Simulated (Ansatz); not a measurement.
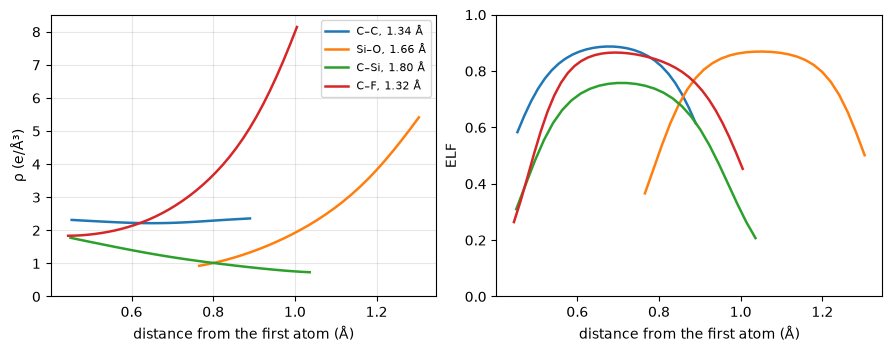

*C₂H₃FOSi (SMILES O[SiH]1C=C1F). Electron density and electron localisation function along straight lines between neighbouring atoms. The curves leave out the atomic cores.*

Level of theory: RKS PBE0-D4/def2-SVP (Ansatz).

Input file:

```
crystal:
  periodic: [false, false, false]
  atoms:
    - { symbol: O, position_ang: [-1.1469, 1.1623, 0.654] }
    - { symbol: Si, position_ang: [0.2875, 0.497, 0.7038] }
    - { symbol: C, position_ang: [0.2658, -1.1295, -0.0238] }
    - { symbol: C, position_ang: [1.0256, -0.2421, -0.7582] }
    - { symbol: F, position_ang: [0.6735, -0.1356, -2.0752] }
    - { symbol: H, position_ang: [-1.65, 1.1665, -0.2145] }
    - { symbol: H, position_ang: [0.9921, 0.4816, 2.0266] }
    - { symbol: H, position_ang: [-0.3555, -1.8572, -0.3685] }
basis:
  gaussian: { orbitals: def2-SVP }
hamiltonian:
  xc: pbe0
  dispersion: d4
relax:
  f_tol: 0.015
  max_steps: 40
output:
  orbitals: {}
```

Command:

```sh
ansatz run input.yaml --threads 1 --pin off --max-ram 2048MiB --backend cpu --events-out ev --progress --plain --runs-dir out
```

The fields are those of the relaxed geometry.

Compare the contacts.

C–C (1.34 Å): the density is about 2.2 e/Å³ at the midpoint; the ELF peaks at about 0.90 between the atoms (a multiple bond).
Si–O (1.66 Å): the density is about 1.1 e/Å³ at the midpoint; the ELF peaks at about 0.85 between the atoms (a polar covalent bond).
C–Si (1.80 Å): ρ at the midpoint is about 0.87 e/Å³; the ELF peaks at about 0.75 between the atoms (a covalent bond).
C–F (1.32 Å): ρ at the midpoint is about 2.4 e/Å³; the ELF peaks at about 0.85 between the atoms: a polar covalent bond.
